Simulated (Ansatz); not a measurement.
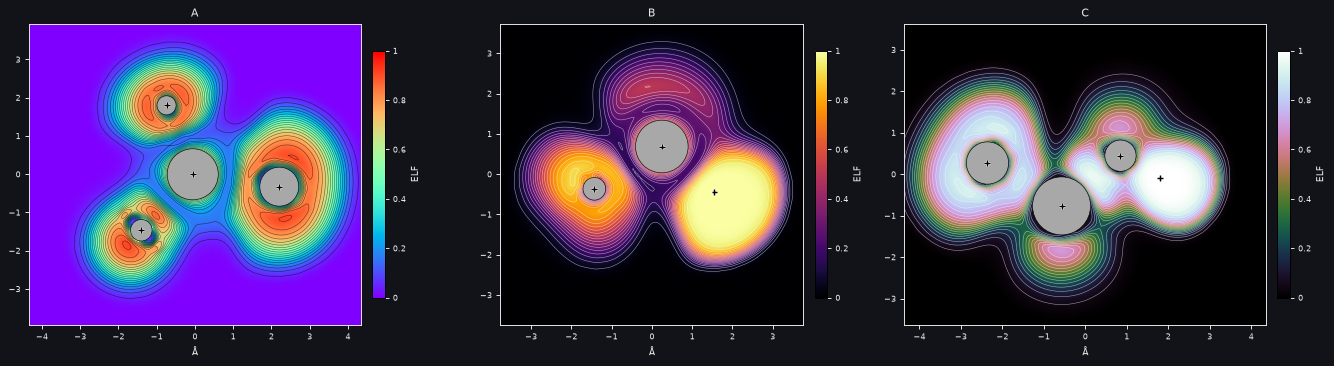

The electron localisation function of 3 systems, each on a plane through atoms (crosses mark nuclei in the plane; grey discs cover the cores).

These are results of UKS PBE0-D4/def2-TZVPP (Ansatz), not measurements.

System 1: H$_{3}$OSn (SMILES [OH][SnH2]) (doublet), the plane of atoms O1, Sn2 and H4. Geometry: PBE0-D4/def2-TZVP; core potentials replace the inner electrons of Sn.

```tsv
atom	x (Å)	y (Å)	z (Å)
O	0.7074	-0.7329	0.8619
Sn	0.1045	0.3088	-0.7055
H	0.3686	-1.6313	0.8732
H	-1.6068	0.0613	-0.8459
H	0.4763	1.9204	-0.2249
```

System 2: ClFInO (SMILES [O][In]([F])[Cl]) (doublet), the molecular plane. Geometry: PBE0-D4/def2-TZVP; core potentials replace the inner electrons of In.

| atom | x (Å) | y (Å) | z (Å) |
| --- | --- | --- | --- |
| O | 1.4257 | 0.0788 | 1.4503 |
| In | 0.0464 | -0.0523 | 0.0262 |
| F | -0.4241 | -1.8281 | -0.5600 |
| Cl | -0.9925 | 1.7413 | -0.9368 |

System 3: CH$_{4}$ClSi (SMILES C[SiH]Cl) (doublet), the plane of atoms C1, Si2 and Cl3. Geometry: PBE0-D4/def2-TZVP.

```yaml
atoms:
  - { symbol: C, position_ang: [-0.6368, 0.4633, -0.3290] }
  - { symbol: Si, position_ang: [1.0038, -0.3933, -0.0876] }
  - { symbol: Cl, position_ang: [0.6852, -2.3029, 0.6276] }
  - { symbol: H, position_ang: [-0.4753, 1.4845, -0.6828] }
  - { symbol: H, position_ang: [-1.1820, 0.5030, 0.6184] }
  - { symbol: H, position_ang: [-1.2492, -0.0666, -1.0603] }
  - { symbol: H, position_ang: [1.8544, 0.3121, 0.9137] }
```

Match each panel to its system.

Panel A is system 2, ClFInO: the plane holds O, In, F and Cl. In–F (1.93 Å): the ELF peaks at about 0.80 in the valence shell of F, 0.5 Å from its nucleus, and drops to about 0.15 between the two atoms. Panel B is system 1, H$_{3}$OSn: the plane holds O, Sn and H. Sn–O (1.98 Å): the ELF peaks at about 0.85 in the valence shell of O, 0.6 Å from its nucleus, and drops to about 0.15 between the two atoms. Panel C is system 3, CH$_{4}$ClSi: the plane holds C, Si, Cl and H. C–Si (1.87 Å): the ELF peaks at about 0.95 between the atoms; a shared electron pair.
